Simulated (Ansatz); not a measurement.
## Electronic structure of C2H7BZn (SMILES CB[CH2][ZnH]) in real space

```yaml
atoms:
  - { symbol: C, position_ang: [-1.6617, 0.3019, -0.6260] }
  - { symbol: C, position_ang: [-0.4006, 2.6896, -0.1889] }
  - { symbol: B, position_ang: [-0.9566, 1.3615, 0.3060] }
  - { symbol: Zn, position_ang: [-1.9980, 3.8380, 0.0990] }
  - { symbol: H, position_ang: [-2.6459, -0.0093, -0.2324] }
  - { symbol: H, position_ang: [-1.7806, 0.6116, -1.6773] }
  - { symbol: H, position_ang: [-1.0484, -0.6199, -0.6177] }
  - { symbol: H, position_ang: [-0.9036, 1.1166, 1.4978] }
  - { symbol: H, position_ang: [0.3652, 3.1868, 0.4290] }
  - { symbol: H, position_ang: [-0.1868, 2.7879, -1.2669] }
  - { symbol: H, position_ang: [-3.1909, 4.8046, 0.2877] }
```

Geometry: B3LYP-D3(BJ)/def2-SVP.

The calculation used isolated molecule in a Gaussian basis; Kohn-Sham density functional theory, functional PBE0 in Ansatz 0.2.0.

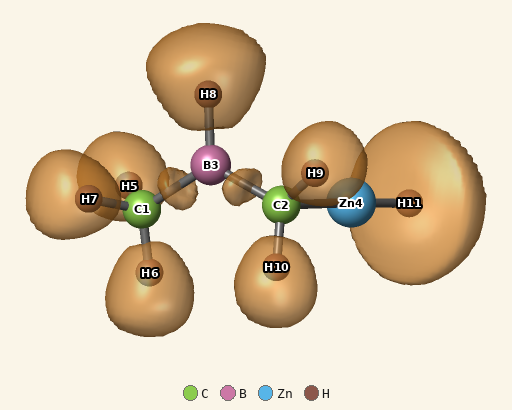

Figure 1. Isosurface of the electron localisation function at 0.9 (orange), seen from one side. Only the valence region is drawn (cores and ρ < 0.01 e/Å³ removed).

Q: Describe the localisation domains.

A: The ELF exceeds this value in two regions between bonded B–C atoms (shared pairs) and seven regions around hydrogen nuclei. Along the contacts the grid gives the following. C–B (1.52 Å): the ELF peaks at about 0.95 between the atoms; localised, covalent bonding. C–Zn (1.99 Å): the ELF peaks at about 0.85 in the valence shell of C, 0.7 Å from its nucleus, and is about 0.40 at the midpoint.

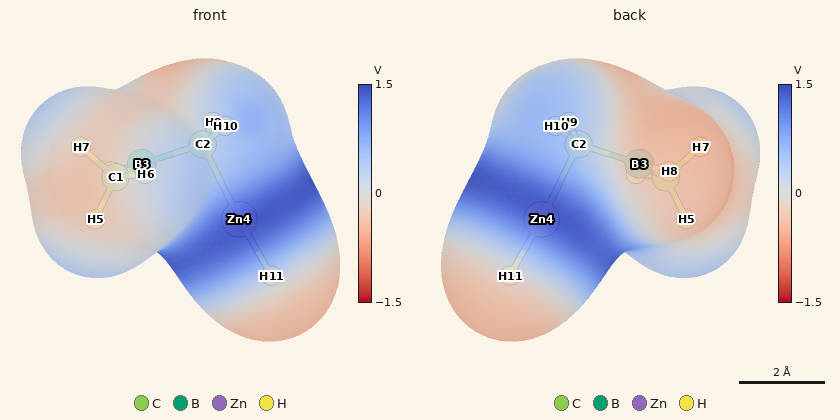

Figure 2. The electrostatic potential painted on the density surface at 0.001 e/bohr³, seen from the front and from behind; red is negative and blue positive.

Q: Describe the electrostatic potential map.

A: The most negative region (about −0.5 V) lies over H8, the most positive (about +1.4 V) over Zn4.

Q: What dipole moment does the calculation give?

A: Its dipole moment is 0.98 D.

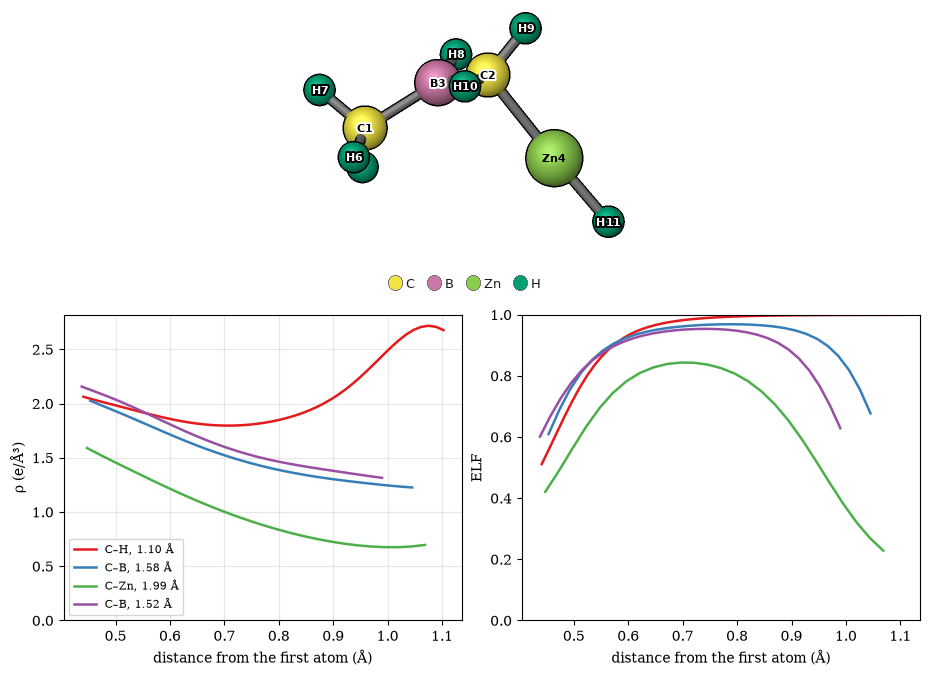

Figure 3. Electron density and electron localisation function along straight lines between neighbouring atoms. The curves leave out the atomic cores. The structure is drawn too.

Q: What can be read from the curves?

A: C–H (1.10 Å): the density is about 1.9 e/Å³ at the midpoint; the ELF climbs to about 1 towards the hydrogen, as it does in any bond to H (a covalent bond by its length).
C–B (1.58 Å): ρ is about 1.4 e/Å³ halfway; the ELF peaks at about 0.95 between the atoms, as expected for a covalent bond.
C–Zn (1.99 Å): ρ is about 0.68 e/Å³ halfway; the ELF peaks at about 0.85 in the valence shell of C, 0.7 Å from its nucleus, and is about 0.40 at the midpoint.
C–B (1.52 Å): ρ is about 1.5 e/Å³ halfway; the ELF peaks at about 0.95 between the atoms, as expected for localised, covalent bonding.
